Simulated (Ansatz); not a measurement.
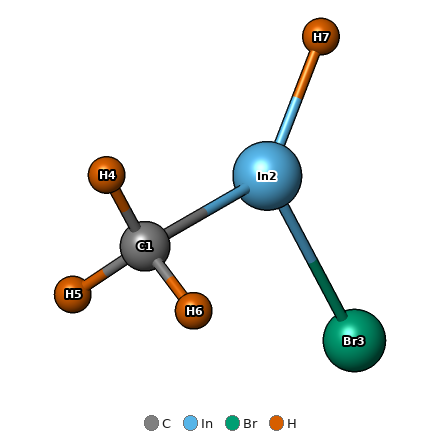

The system is CH4BrIn, SMILES [CH3][InH][Br]; the picture shows the reference structure. Coordinates scanned: (1) umbrella angle at In2 (between each of its bonds and their common axis; 90 is planar); (2) change of the bonds In2–C1, In2–Br3, In2–H7, all alike. Nothing is relaxed (all other coordinates rigid). The scan uses a 13 × 13 grid. Points are written as (first, second). Energies: eV, counted from the lowest grid point. Method: Ansatz, RKS PBE0-D4/def2-TZVP.

Its coordinates:

```
atom    x (Å)    y (Å)    z (Å)
   C  -0.9599   0.4242  -0.3082
  In   1.0480  -0.2382  -0.0296
  Br   1.2963  -1.5337   2.0929
   H  -1.0765   0.9887  -1.2324
   H  -1.6156  -0.4474  -0.3249
   H  -1.2426   1.0475   0.5412
   H   2.5267  -0.1137  -0.8781
```

Range: umbrella angle at In2 (between each of its bonds and their common axis; 90 is planar) from 66 to 114°; change of the bonds In2–C1, In2–Br3, In2–H7, all alike from −0.232 to 0.359 Å.

Q: Predict the map.

A: The lowest grid point is at (90°, 0.014 Å). It is the only kind of minimum in the scanned range. The highest grid point, (66°, −0.232 Å), lies 2.77 eV above the lowest. Round the minimum the two coordinates are nearly uncoupled.

```tsv
second ↓, first →	66	70	74	78	82	86	90	94	98	102	106	110	114
0.359	2.17	1.96	1.79	1.66	1.56	1.51	1.49	1.51	1.56	1.66	1.79	1.96	2.17
0.310	1.90	1.68	1.50	1.36	1.26	1.20	1.18	1.20	1.26	1.36	1.50	1.68	1.90
0.261	1.65	1.42	1.23	1.08	0.98	0.91	0.89	0.91	0.98	1.08	1.23	1.42	1.65
0.211	1.43	1.18	0.98	0.82	0.71	0.65	0.62	0.65	0.71	0.82	0.98	1.18	1.43
0.162	1.24	0.98	0.77	0.60	0.49	0.41	0.39	0.41	0.49	0.60	0.77	0.98	1.24
0.113	1.10	0.82	0.60	0.42	0.30	0.23	0.20	0.23	0.30	0.42	0.60	0.82	1.10
0.063	1.01	0.72	0.48	0.30	0.17	0.09	0.06	0.09	0.17	0.30	0.48	0.72	1.01
0.014	1.00	0.69	0.44	0.25	0.11	0.03	0.00	0.03	0.11	0.25	0.44	0.69	1.00
−0.035	1.08	0.75	0.49	0.28	0.14	0.05	0.02	0.05	0.14	0.28	0.49	0.75	1.08
−0.085	1.27	0.93	0.65	0.43	0.27	0.18	0.15	0.18	0.27	0.43	0.65	0.93	1.27
−0.134	1.60	1.23	0.93	0.70	0.54	0.44	0.41	0.44	0.54	0.70	0.93	1.23	1.60
−0.183	2.08	1.69	1.38	1.14	0.96	0.86	0.82	0.86	0.96	1.14	1.38	1.69	2.08
−0.232	2.77	2.35	2.02	1.76	1.58	1.46	1.43	1.46	1.57	1.76	2.02	2.35	2.77
```

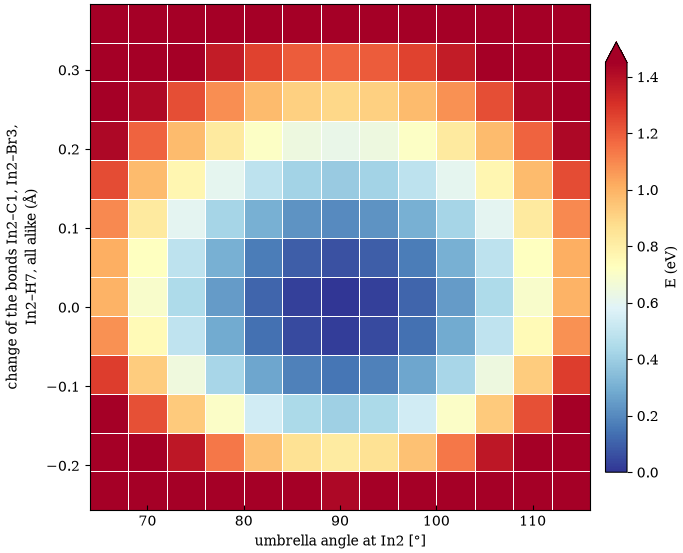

The picture shows one coloured cell a grid point, one colour for all values above the top of the scale.

Each point was launched as `ansatz run input.yaml --threads 1 --pin off --max-ram 2560MiB --backend cpu --events-out ev --progress --plain --runs-dir out`. The whole map (169 points run) took 47 min on 1 thread of Arm Neoverse N1, with other jobs on the host.
